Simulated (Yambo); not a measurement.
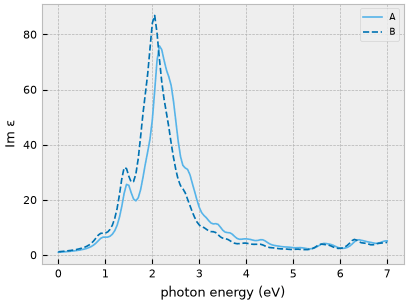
Fig. 1. Two computed absorption spectra of PbTe (rock salt, space group Fm-3m, No. 225) (Yambo, PBE bands with the same scissor, field along x)

Task: Which curve includes the electron-hole attraction (BSE)?

Result: Curve B: the attraction moves weight to lower energy (centre of the plotted range 2.5 eV against 2.7 eV). Settings: 6×6×6 mesh, 3 valence and 6 conduction bands, static screening with 39 bands and a 4 Ry block, scissor 0.21 eV, Tamm-Dancoff. The scissor comes from a G0W0 run whose convergence isn't established. Broadening 0.15 eV. The band window holds all transitions up to 8.3 eV. On this mesh the peak heights and the fine structure are mesh artefacts; only the shift of weight is robust.

Bands and orbitals come from the standard potentials; the scissor and the G0W0 gaps come from a run at the same geometry on the stringent ones, which hold whole semicore shells in the valence.

Spin-orbit coupling is not included.

Geometry relaxed with PBEsol; primitive cell a = b = c = 4.5531 Å, α = β = γ = 60.00°.
